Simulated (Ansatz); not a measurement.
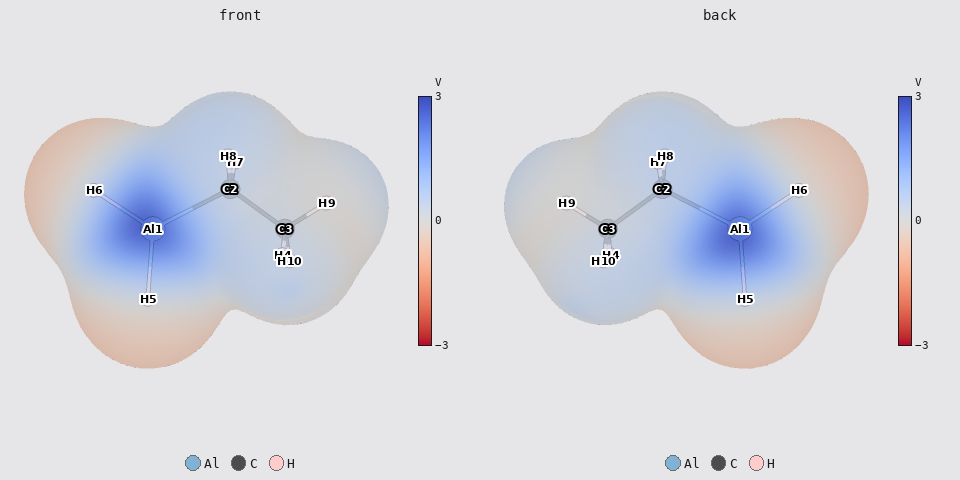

*C2H7Al. The molecular electrostatic potential painted on the density surface at 0.001 e/bohr³, seen from the front and from behind; red is negative and blue positive.*

The reactant side of a reaction path; geometry: PBE0-D4/def2-TZVP.

Level of theory: RKS PBE0-D4/def2-TZVPP in Ansatz.

The calculation's input:

```
crystal:
  periodic: [false, false, false]
  atoms:
    - {symbol: Al, position_ang: [-1.632625, 0.141388, 0.420528]}
    - {symbol: C, position_ang: [0.314637, 0.349181, 0.434364]}
    - {symbol: C, position_ang: [1.095021, -0.373428, -0.662089]}
    - {symbol: H, position_ang: [0.933365, -1.454183, -0.627241]}
    - {symbol: H, position_ang: [-2.354630, -0.736983, -0.694136]}
    - {symbol: H, position_ang: [-2.512792, 0.859155, 1.535714]}
    - {symbol: H, position_ang: [0.525504, 1.427530, 0.407260]}
    - {symbol: H, position_ang: [0.668613, 0.036356, 1.426622]}
    - {symbol: H, position_ang: [2.173371, -0.205089, -0.582300]}
    - {symbol: H, position_ang: [0.789536, -0.043926, -1.658824]}
basis:
  gaussian: {orbitals: def2-TZVPP}
hamiltonian: {xc: pbe0, dispersion: d4}
output: {orbitals: {seedname: orbitals}}
```

Run with:

```sh
ansatz run in.yaml --threads 2 --pin off --events-out ev --progress --plain --max-ram 4352MiB
```

> Describe the electrostatic potential map.

The most negative region (about −0.6 V) lies over H5 and H6, the most positive (about +2.6 V) over Al1.
